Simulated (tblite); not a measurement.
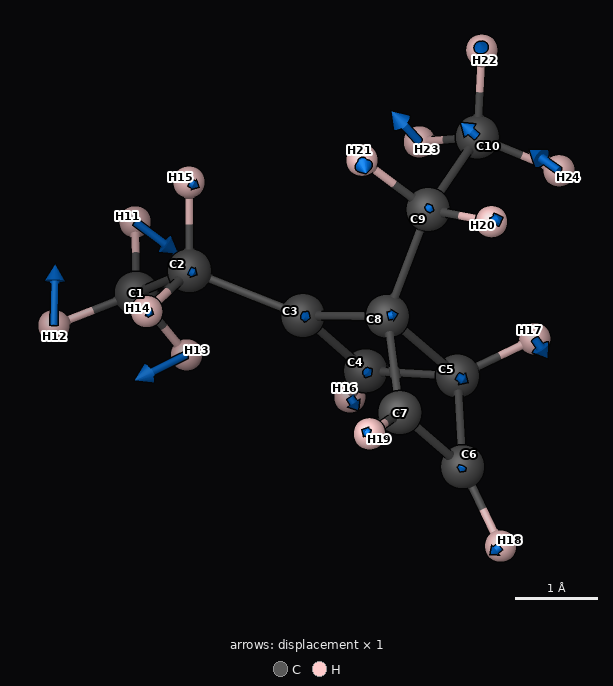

A relaxation of C10H14. The starting structure is drawn; blue arrows show the displacements, at their true length. The two geometries are superimposed by the best rigid fit.

Style: ball-and-stick. Shown at a tilt.

The calculation used GFN2-xTB geometry optimisation, gas phase (tblite 0.8.0). 

### What happened in the run?

After 120 geometry steps the energy has fallen by 0.872 eV. The largest moves after the best rigid fit, 0.80 Å, are those of H12 and H13. Largest moves by element: H 0.80 Å, C 0.30 Å. Near-neighbour distances that change, for instance: C5–C8 1.479 → 1.563 Å, C3–C8 1.459 → 1.525 Å, C4–C5 1.450 → 1.513 Å, C7–C8 1.465 → 1.516 Å. Bond angles that change, for instance: C5–C8–C9 117.6° → 125.1°, C3–C8–C7 119.2° → 112.6°, C8–C5–H17 118.6° → 124.5°. Groups turn about C1–C2 by about 45°.
